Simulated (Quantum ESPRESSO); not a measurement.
## YCo: non-collinear starts

The moments of YCo start in several directions and relax. Which textures last, and at what energy?

Method: LDA; plane waves with GBRV 1.5 LDA potentials, no spin-orbit coupling, in Quantum ESPRESSO 7.5.

### Step 1. Starting point

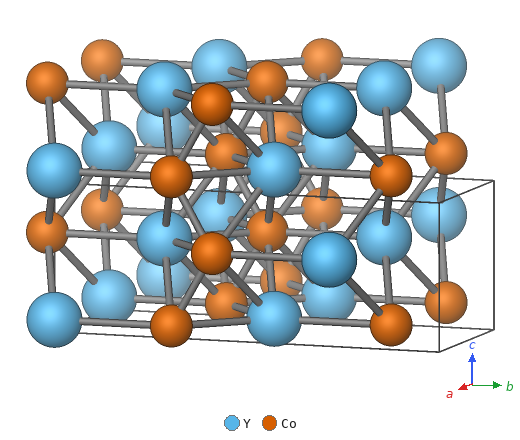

The cell as given, slightly off an axis (yttrium blue, cobalt orange). 2×1×2 cells are drawn. This picture shows the conventional cell, with its axes. Some periodic images of atoms are drawn too.

The cell comes from Materials Project 2023-11-01, a database of computed structures, and need not be the stable phase.

### Step 2. Start 1: collinear parallel

Contents of pw.in:

```
&CONTROL
  calculation = 'scf'
  prefix = 'pwscf'
  outdir = './tmp'
  pseudo_dir = './pseudo'
  disk_io = 'nowf'
/
&SYSTEM
  ibrav = 0
  celldm(1) = 8
  nat = 4
  ntyp = 2
  ecutwfc = 34
  ecutrho = 238
  nbnd = 74
  occupations = 'smearing'
  smearing = 'fd'
  degauss = 0.00999582
  noncolin = .true.
  starting_magnetization(1) = 0
  starting_magnetization(2) = 0.1176
  angle1(2) = 0
  angle2(2) = 0
/
&ELECTRONS
  conv_thr = 4d-08
  electron_maxstep = 150
  mixing_beta = 0.3
/
ATOMIC_SPECIES
Y      88.9058 y_lda_v1.4.uspp.F.UPF
Co     58.9332 co_lda_v1.2.uspp.F.UPF
CELL_PARAMETERS alat
   0.4883741534032   -1.2319045609978    0.0000000000000
   0.4883741534032    1.2319045609978    0.0000000000000
   0.0000000000000    0.0000000000000    0.9086058674551
ATOMIC_POSITIONS crystal
Y       0.1427775600    0.8572224400    0.2500000000
Y       0.8572224400    0.1427775600    0.7500000000
Co      0.4467931400    0.5532068600    0.2500000000
Co      0.5532068600    0.4467931400    0.7500000000
K_POINTS automatic
5 5 5 0 0 0
```

The run is started by

```console
$ OMP_NUM_THREADS=1 mpirun -n 4 pw.x -nk 4 -in pw.in > pw.out
```

What it wrote:

```text
Program PWSCF v.7.5 starts

     Message from routine setup:
     using ibrav=0 with symmetry is DISCOURAGED, use correct ibrav instead

     K-points division:     npool     =       4
     Subspace diagonalization in iterative solution of the eigenvalue problem:

     bravais-lattice index     =            0
     lattice parameter (alat)  =       8.0000  a.u.
     unit-cell volume          =     559.7643 (a.u.)^3
     number of atoms/cell      =            4
     number of atomic types    =            2
     number of electrons       =        56.00
     number of Kohn-Sham states=           74
     kinetic-energy cutoff     =      34.0000  Ry
     charge density cutoff     =     238.0000  Ry
     scf convergence threshold =      4.0E-08
     mixing beta               =       0.3000
     number of iterations used =            8  plain     mixing
     Exchange-correlation= SLA  PZ   NOGX NOGC
                           (   1   1   0   0   0   0   0)
     Noncollinear calculation without spin-orbit

     celldm(1)=   8.000000  celldm(2)=   0.000000  celldm(3)=   0.000000
     celldm(4)=   0.000000  celldm(5)=   0.000000  celldm(6)=   0.000000

     crystal axes: (cart. coord. in units of alat)
               a(1) = (   0.488374  -1.231905   0.000000 )
               a(2) = (   0.488374   1.231905   0.000000 )
               a(3) = (   0.000000   0.000000   0.908606 )

     reciprocal axes: (cart. coord. in units 2 pi/alat)
               b(1) = (  1.023805 -0.405876  0.000000 )
               b(2) = (  1.023805  0.405876 -0.000000 )
               b(3) = ( -0.000000  0.000000  1.100587 )

     PseudoPot. # 1 for Y  read from file:
     y_lda_v1.4.uspp.F.UPF
     Pseudo is Ultrasoft + core correction, Zval = 11.0

     PseudoPot. # 2 for Co read from file:
     co_lda_v1.2.uspp.F.UPF
     Pseudo is Ultrasoft + core correction, Zval = 17.0

     atomic species   valence    mass     pseudopotential
     Y                11.00    88.90580     Y ( 1.00)
     Co               17.00    58.93320     Co( 1.00)

      8 Sym. Ops., with inversion, found ( 4 have fractional translation)

   Cartesian axes

     site n.     atom                  positions (alat units)
         1        Y      tau(   1) = (   0.4883742   0.8801279   0.2271515  )
         2        Y      tau(   2) = (   0.4883742  -0.8801279   0.6814544  )
         3        Co     tau(   3) = (   0.4883742   0.1310915   0.2271515  )
         4        Co     tau(   4) = (   0.4883742  -0.1310915   0.6814544  )

     number of k points=    27  Fermi-Dirac smearing, width (Ry)=  0.0100
                       cart. coord. in units 2pi/alat
        k(    1) = (   0.0000000   0.0000000   0.0000000), wk =   0.0080000
        k(    2) = (   0.0000000   0.0000000   0.2201174), wk =   0.0160000
        k(    3) = (   0.0000000   0.0000000   0.4402349), wk =   0.0160000
        k(    4) = (   0.2047610   0.0811751   0.0000000), wk =   0.0320000
        k(    5) = (   0.2047610   0.0811751   0.2201174), wk =   0.0640000
        [... 22 further k-points ...]

     Dense  grid:    34737 G-vectors     FFT dimensions: (  54,  54,  36)

     Smooth grid:    15025 G-vectors     FFT dimensions: (  40,  40,  30)

     Check: negative core charge=   -0.000012
     Generating pointlists ...
     new r_m :   0.2833 (alat units)  2.2664 (a.u.) for type    1
     new r_m :   0.2164 (alat units)  1.7309 (a.u.) for type    2

     Initial potential from superposition of free atoms

     starting charge      53.9924, renormalised to      56.0000

 ==============================================================================
     atom number    1 relative position :    0.4884   0.8801   0.2272
     charge :     8.995802  (integrated on a sphere of radius 0.283)
     magnetization :          0.000000    0.000000    0.007911
     magnetization/charge:    0.000000    0.000000    0.000879
     polar coord.: r, theta, phi [deg] :     0.007911    0.000000  360.000000

 ==============================================================================

 ==============================================================================
     atom number    2 relative position :    0.4884  -0.8801   0.6815
     charge :     8.995802  (integrated on a sphere of radius 0.283)
     magnetization :          0.000000    0.000000    0.007911
     magnetization/charge:    0.000000    0.000000    0.000879
     polar coord.: r, theta, phi [deg] :     0.007911    0.000000  360.000000

 ==============================================================================

 ==============================================================================
     atom number    3 relative position :    0.4884   0.1311   0.2272
     charge :    15.326224  (integrated on a sphere of radius 0.216)
     magnetization :          0.000000    0.000000    1.782070
     magnetization/charge:    0.000000    0.000000    0.116276
     polar coord.: r, theta, phi [deg] :     1.782070    0.000000  360.000000

 ==============================================================================

 ==============================================================================
     atom number    4 relative position :    0.4884  -0.1311   0.6815
     charge :    15.326224  (integrated on a sphere of radius 0.216)
     magnetization :          0.000000    0.000000    1.782070
     magnetization/charge:    0.000000    0.000000    0.116276
     polar coord.: r, theta, phi [deg] :     1.782070    0.000000  360.000000

 ==============================================================================
     Starting wfcs are  104 randomized atomic wfcs

     Self-consistent Calculation

     iteration #  1     ecut=    34.00 Ry     beta= 0.30
     Davidson diagonalization with overlap
     ethr =  1.00E-02,  avg # of iterations =  2.0

     total energy              =    -773.09490000 Ry
     estimated scf accuracy    <      24.04867379 Ry

     total magnetization       =     0.00    -0.00     1.52 Bohr mag/cell
     absolute magnetization    =     2.20 Bohr mag/cell

     iteration #  2     ecut=    34.00 Ry     beta= 0.30
     Davidson diagonalization with overlap
     ethr =  1.00E-02,  avg # of iterations =  3.9

     total energy              =    -782.41512636 Ry
     estimated scf accuracy    <      32.69883691 Ry

     total magnetization       =    -0.00     0.00     0.14 Bohr mag/cell
     absolute magnetization    =     0.20 Bohr mag/cell

     [... further iterations left out ...]

     iteration # 24     ecut=    34.00 Ry     beta= 0.30
     Davidson diagonalization with overlap
     ethr =  8.12E-10,  avg # of iterations =  4.1

     total energy              =    -782.36551356 Ry
     estimated scf accuracy    <       0.00000005 Ry

     total magnetization       =     0.00    -0.00     0.49 Bohr mag/cell
     absolute magnetization    =     0.91 Bohr mag/cell

     iteration # 25     ecut=    34.00 Ry     beta= 0.30
     Davidson diagonalization with overlap
     ethr =  9.48E-11,  avg # of iterations =  2.8

 ==============================================================================
     atom number    1 relative position :    0.4884   0.8801   0.2272
     charge :     8.608558  (integrated on a sphere of radius 0.283)
     magnetization :         -0.000000    0.000000   -0.038864
     magnetization/charge:   -0.000000    0.000000   -0.004515
     polar coord.: r, theta, phi [deg] :     0.038864  180.000000  360.000000

 ==============================================================================

 ==============================================================================
     atom number    2 relative position :    0.4884  -0.8801   0.6815
     charge :     8.608558  (integrated on a sphere of radius 0.283)
     magnetization :          0.000000    0.000000   -0.038864
     magnetization/charge:    0.000000    0.000000   -0.004515
     polar coord.: r, theta, phi [deg] :     0.038864  180.000000  360.000000

 ==============================================================================

 ==============================================================================
     atom number    3 relative position :    0.4884   0.1311   0.2272
     charge :    15.027618  (integrated on a sphere of radius 0.216)
     magnetization :          0.000000   -0.000000    0.341810
     magnetization/charge:    0.000000   -0.000000    0.022745
     polar coord.: r, theta, phi [deg] :     0.341810    0.000000  360.000000

 ==============================================================================

 ==============================================================================
     atom number    4 relative position :    0.4884  -0.1311   0.6815
     charge :    15.027618  (integrated on a sphere of radius 0.216)
     magnetization :         -0.000000    0.000000    0.341810
     magnetization/charge:   -0.000000    0.000000    0.022745
     polar coord.: r, theta, phi [deg] :     0.341810    0.000000  360.000000

 ==============================================================================

     End of self-consistent calculation

     [... lines left out ...]
     the Fermi energy is    11.9928 ev

!    total energy              =    -782.36551357 Ry
     estimated scf accuracy    <       0.00000001 Ry
     smearing contrib. (-TS)   =      -0.02060448 Ry
     internal energy E=F+TS    =    -782.34490909 Ry

     The total energy is F=E-TS. E is the sum of the following terms:
     one-electron contribution =    -551.28919933 Ry
     hartree contribution      =     297.80470354 Ry
     xc contribution           =    -118.96880300 Ry
     ewald contribution        =    -409.89161030 Ry

     total magnetization       =    -0.00    -0.00     0.49 Bohr mag/cell
     absolute magnetization    =     0.91 Bohr mag/cell

     convergence has been achieved in  25 iterations

=------------------------------------------------------------------------------=
   JOB DONE.
=------------------------------------------------------------------------------=
```

It took 94 s on 4 MPI ranks of Arm Neoverse V2, shared host; peak memory 0.58 GiB.

Spin moment in the atom's sphere by atom:

| atom | x (μB) | y (μB) | z (μB) | size |
| --- | --- | --- | --- | --- |
| Y1 | 0.000 | 0.000 | -0.039 | 0.039 |
| Y2 | 0.000 | 0.000 | -0.039 | 0.039 |
| Co3 | 0.000 | 0.000 | 0.342 | 0.342 |
| Co4 | 0.000 | 0.000 | 0.342 | 0.342 |

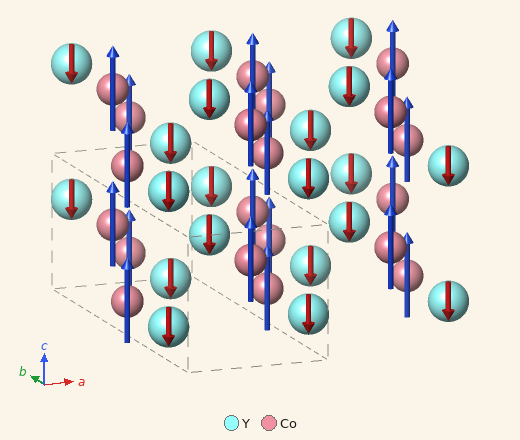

Spin moment in the atom's sphere as arrows, the longest 0.342 μB. Each arrow also spans its atom, so small moments look longer than they are. The two directions have two colours. 2×1×2 conventional cells are drawn. Some periodic images of atoms are drawn too.

This step gave:

```
smearing term TS       : 0.2803 eV
magnetization          : 0, 0, 0.486 μB
absolute magnetization : 0.909 μB
final state            : ferromagnetic
```

### Step 3. Start 2: two sublattices 120 degrees apart

Edit pw.in of step 2 so:

```diff
@@ -11,3 +11,3 @@
   nat = 4
-  ntyp = 2
+  ntyp = 3
   ecutwfc = 34
@@ -21,4 +21,7 @@
   starting_magnetization(2) = 0.1176
-  angle1(2) = 0
+  angle1(2) = 90
   angle2(2) = 0
+  starting_magnetization(3) = 0.1176
+  angle1(3) = 90
+  angle2(3) = 119.999
 /
@@ -31,3 +34,4 @@
 Y      88.9058 y_lda_v1.4.uspp.F.UPF
-Co     58.9332 co_lda_v1.2.uspp.F.UPF
+Co1    58.9332 co_lda_v1.2.uspp.F.UPF
+Co2    58.9332 co_lda_v1.2.uspp.F.UPF
 CELL_PARAMETERS alat
@@ -39,4 +43,4 @@
 Y       0.8572224400    0.1427775600    0.7500000000
-Co      0.4467931400    0.5532068600    0.2500000000
-Co      0.5532068600    0.4467931400    0.7500000000
+Co1     0.4467931400    0.5532068600    0.2500000000
+Co2     0.5532068600    0.4467931400    0.7500000000
 K_POINTS automatic
```

What it wrote:

```text
     [... lines left out ...]
Program PWSCF v.7.5 starts
     [... lines left out ...]
     number of atoms/cell      =            4
     [... lines left out ...]
     number of electrons       =        56.00
     number of Kohn-Sham states=           74
     kinetic-energy cutoff     =      34.0000  Ry
     charge density cutoff     =     238.0000  Ry
     scf convergence threshold =      4.0E-08
     [... lines left out ...]
     Noncollinear calculation without spin-orbit
     [... lines left out ...]
      2 Sym. Ops. (no inversion) found ( 1 have fractional translation)
     [... lines left out ...]
     number of k points=    65  Fermi-Dirac smearing, width (Ry)=  0.0100
     [... lines left out ...]
     iteration # 33     ecut=    34.00 Ry     beta= 0.30
     [... lines left out ...]
     atom number    1 relative position :    0.4884   0.8801   0.2272
     [... lines left out ...]
     magnetization :          0.000025    0.000172   -0.000000
     [... lines left out ...]
     atom number    2 relative position :    0.4884  -0.8801   0.6815
     [... lines left out ...]
     magnetization :          0.000028    0.000180    0.000000
     [... lines left out ...]
     atom number    3 relative position :    0.4884   0.1311   0.2272
     [... lines left out ...]
     magnetization :         -0.000332   -0.001762   -0.000000
     [... lines left out ...]
     atom number    4 relative position :    0.4884  -0.1311   0.6815
     [... lines left out ...]
     magnetization :         -0.000215   -0.001523    0.000000
     [... lines left out ...]
     the Fermi energy is    11.9828 ev
!    total energy              =    -782.36543008 Ry
     estimated scf accuracy    <          6.8E-09 Ry
     smearing contrib. (-TS)   =      -0.02098982 Ry
     [... lines left out ...]
     total magnetization       =    -0.00    -0.00    -0.00 Bohr mag/cell
     absolute magnetization    =     0.00 Bohr mag/cell
     convergence has been achieved in  33 iterations
```

Elapsed: 4.9 min, on 4 MPI ranks; peak memory 0.75 GiB; 19 min of CPU time.

Spin moment in the atom's sphere by atom:

```
atom   x (μB)   y (μB)  z (μB)    size
  Y1   0.0000   0.0002  0.0000  0.0002
  Y2   0.0000   0.0002  0.0000  0.0002
 Co3  -0.0003  -0.0018  0.0000  0.0018
 Co4  -0.0002  -0.0015  0.0000  0.0015
```

This step gave:

```
smearing term TS       : 0.2856 eV
magnetization          : 0, 0, 0 μB
absolute magnetization : 0 μB
final state            : non-magnetic
```

### Step 4. Start 3: random 1

Edit pw.in of step 3 so:

```diff
@@ -21,7 +21,8 @@
   starting_magnetization(2) = 0.1176
-  angle1(2) = 90
-  angle2(2) = 0
+  angle1(2) = 41.914
+  angle2(2) = -18.326
   starting_magnetization(3) = 0.1176
-  angle1(3) = 90
-  angle2(3) = 119.999
+  angle1(3) = 172.498
+  angle2(3) = -76.709
+  nosym = .true.
 /
```

What it wrote:

```text
     [... lines left out ...]
Program PWSCF v.7.5 starts
     [... lines left out ...]
     number of atoms/cell      =            4
     [... lines left out ...]
     number of electrons       =        56.00
     number of Kohn-Sham states=           74
     kinetic-energy cutoff     =      34.0000  Ry
     charge density cutoff     =     238.0000  Ry
     scf convergence threshold =      4.0E-08
     [... lines left out ...]
     Noncollinear calculation without spin-orbit
     [... lines left out ...]
     No symmetry found
     [... lines left out ...]
     number of k points=   125  Fermi-Dirac smearing, width (Ry)=  0.0100
     [... lines left out ...]
     iteration # 31     ecut=    34.00 Ry     beta= 0.30
     [... lines left out ...]
     atom number    1 relative position :    0.4884   0.8801   0.2272
     [... lines left out ...]
     magnetization :         -0.000097    0.000053    0.000052
     [... lines left out ...]
     atom number    2 relative position :    0.4884  -0.8801   0.6815
     [... lines left out ...]
     magnetization :         -0.000094    0.000053    0.000058
     [... lines left out ...]
     atom number    3 relative position :    0.4884   0.1311   0.2272
     [... lines left out ...]
     magnetization :          0.000760   -0.000452   -0.000567
     [... lines left out ...]
     atom number    4 relative position :    0.4884  -0.1311   0.6815
     [... lines left out ...]
     magnetization :          0.000844   -0.000445   -0.000377
     [... lines left out ...]
     the Fermi energy is    11.9827 ev
!    total energy              =    -782.36543006 Ry
     estimated scf accuracy    <       0.00000003 Ry
     smearing contrib. (-TS)   =      -0.02098804 Ry
     [... lines left out ...]
     total magnetization       =     0.00    -0.00    -0.00 Bohr mag/cell
     absolute magnetization    =     0.00 Bohr mag/cell
     convergence has been achieved in  31 iterations
```

The job ended after 8.2 min (4 MPI ranks; peak memory 0.99 GiB; 33 min of CPU time).

Spin moment in the atom's sphere by atom:

```csv
atom,x (μB),y (μB),z (μB),size
Y1,-0.0001,0.0001,0.0001,0.0002
Y2,-0.0001,0.0001,0.0001,0.0002
Co3,0.0008,-0.0005,-0.0006,0.0011
Co4,0.0008,-0.0004,-0.0004,0.0010
```

Read from the output:

- smearing term TS: 0.2856 eV
- magnetization: 0, 0, 0 μB
- absolute magnetization: 0 μB
- final state: non-magnetic

[end of part 1 of 2]

[Logs and program files are shortened in this print: banners, set-up blocks, solver, clock and traceback lines can be left out without a mark of their own.]

[Logs are printed without paths, hosts, clocks, repeated set-up lines and the standing remarks that a program may print on its own settings, such as how far it seeks lower states.]

[Hosts, paths, dates, database ids (printed as entryN), source tags and the programs' standing remarks are cut or masked in the printed files.]

[Where a cell is said to come from a database of computed structures, the database is the Materials Project.]
